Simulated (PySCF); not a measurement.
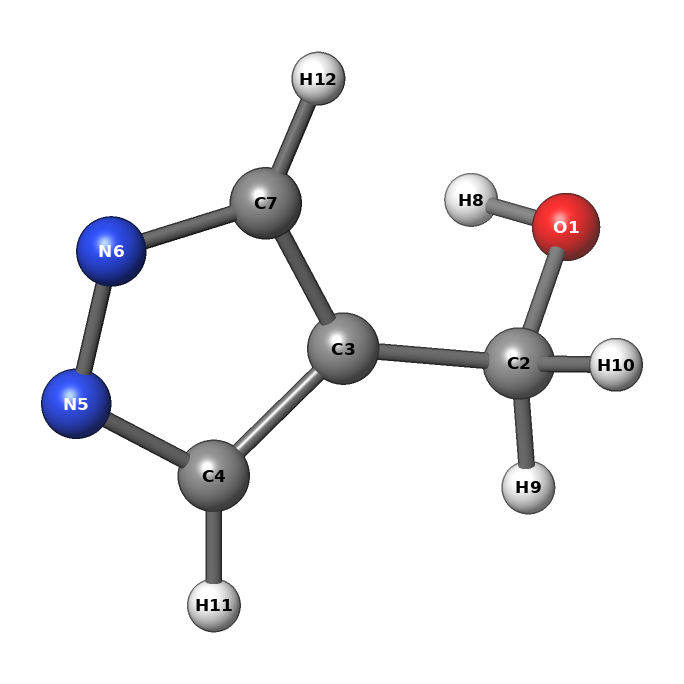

Charge 0, doublet. Computed geometry: GFN2-xTB optimisation. No frequency run is at hand to confirm it as a minimum. Method: UKS B3LYP, pcH-1 on C H N O, non-relativistic (PySCF 2.14.0).

Give the isotropic hyperfine couplings (Fermi-contact term alone) of O1, C2, C3, C4, N5, N6, C7, H8, H9, H10, H11, H12.

| atom | isotope | a_iso (MHz) |
| --- | --- | --- |
| O1 | 17O | −1.6 |
| C2 | 13C | −10.2 |
| C3 | 13C | 8.1 |
| C4 | 13C | 52.2 |
| N5 | 14N | 125.7 |
| N6 | 14N | 128.3 |
| C7 | 13C | 50.5 |
| H8 | 1H | −0.1 |
| H9 | 1H | 39.6 |
| H10 | 1H | 46.0 |
| H11 | 1H | −5.8 |
| H12 | 1H | −5.2 |
